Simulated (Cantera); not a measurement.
Feed: 1 mol Fe, 3.9 mol H2S, a varied amount of CO, 0.099 mol O2, held at 1798.15 K and 45.0 Pa.

Method: chemical equilibrium by Gibbs-energy minimisation in Cantera with the NASA 1993 tables (ideal gas, pure condensed phases). Candidate condensed phases: C, C6H6, C7H8, C8H18, Fe, Fe(CO)5, FeO, Fe(OH)2, Fe(OH)3, FeS, FeSO4, FeS2, Fe2O3, Fe2(SO4)3, Fe3O4, H2O, H2SO4, S; 127 gas species. Rates play no part.

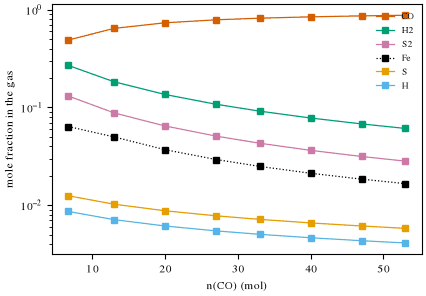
Figure: Equilibrium gas composition (values under 1e-9 drawn at 1e-9)

At 6.7 mol CO the condensed part is Fe(δ). From 13 mol CO to 53 mol CO nothing is condensed. The main Fe-bearing gas is Fe throughout.
